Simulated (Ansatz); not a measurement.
# A computed series for MoS2: response to strain

Consider MoS2 in the 3R-MoS2 type structure (space group R3m, No. 160; a = 3.175 Å, c = 18.586 Å (hexagonal axes); layered, stacked along the Cartesian z axis).

Strains are applied to the cell and any free atomic positions relax.

Level of theory: r2SCAN+rVV10 (Ansatz, a first-principles code, PAW, no spin-orbit coupling), earlier PAW set.

Notes on the quantities. pressure: mean of the normal stresses, compression positive.

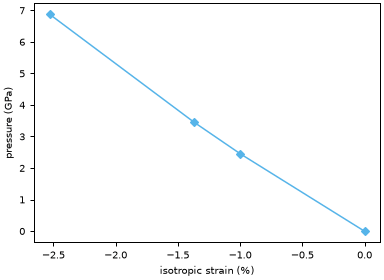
Fig. 1. Pressure against isotropic strain

| isotropic strain (%) | pressure |
|---|---|
| -2.53 | 6.87 GPa |
| -1.37 | 3.45 GPa |
| -1 | 2.46 GPa |

Stability against distortions was not tested.
